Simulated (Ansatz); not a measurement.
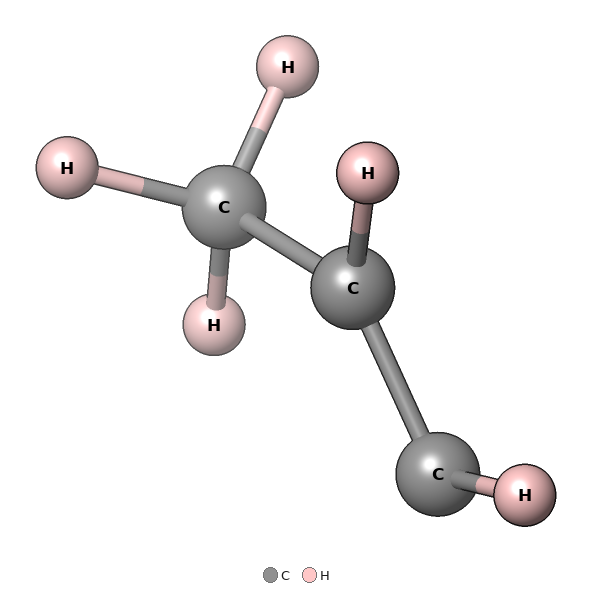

Atoms fade into the background with distance from the viewer. Charge −1, singlet. The geometry was computed by an optimisation with PBE-D4/def2-SVPD. No frequency run is at hand to confirm it as a minimum.

**List the symmetry elements and name the point group.**

It has 1 mirror plane, so the point group is Cs. The group has 2 operations. The geometry is achiral, and symmetry allows a dipole moment.
